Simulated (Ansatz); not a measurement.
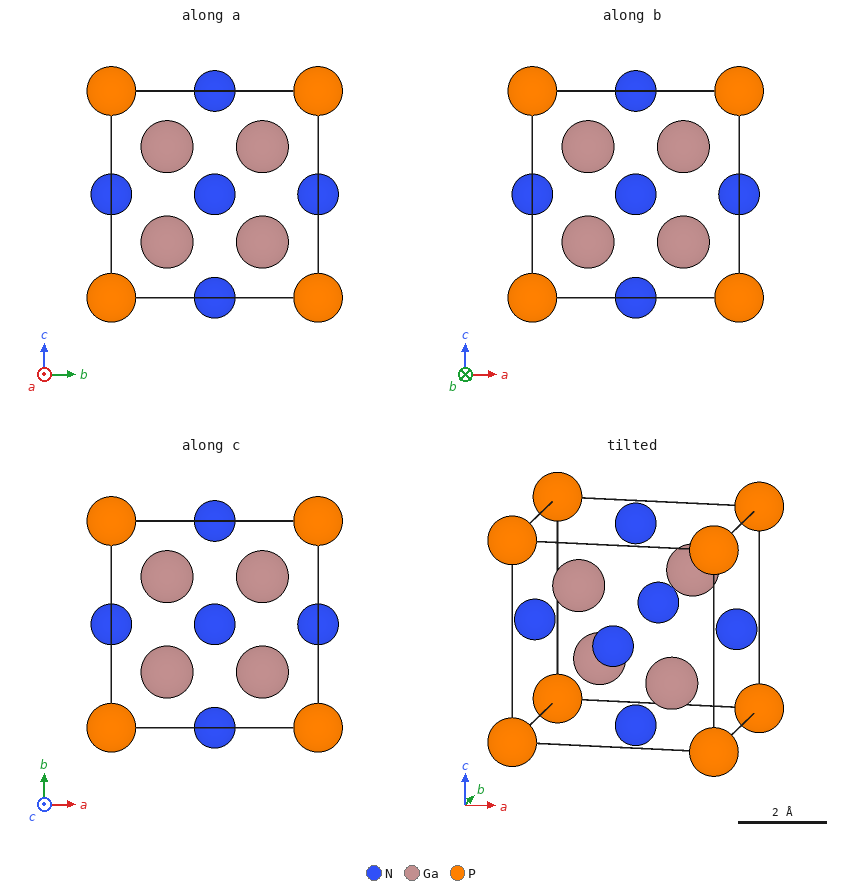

The crystal in a spheres-only representation, seen along the a axis, along the b axis, along the c axis and slightly off an axis. Lines trace the edges of the conventional unit cell.

Lattice parameters: a = 4.746 Å, b = 4.746 Å, c = 4.746 Å, α = 90.00°, β = 90.00°, γ = 90.00°. Put a along x and b in the xy plane.

Record the structure as a POSCAR file, with free fractional coordinates to two decimals.

Answer.
```
N Ga P
1.0
     4.746    0.000    0.000
     0.000    4.746    0.000
     0.000    0.000    4.746
N Ga P
3 4 1
Direct
  0.00 0.50 0.50
  0.50 0.00 0.50
  0.50 0.50 0.00
  0.73 0.27 0.27
  0.27 0.73 0.27
  0.27 0.27 0.73
  0.73 0.73 0.73
  0.00 0.00 0.00
```

Origin of the cell: a structure type filled with these elements by a generator (whether the compound takes this form wasn't checked). Relaxation method: DFT, r2SCAN, plane waves, PAW (Ansatz).
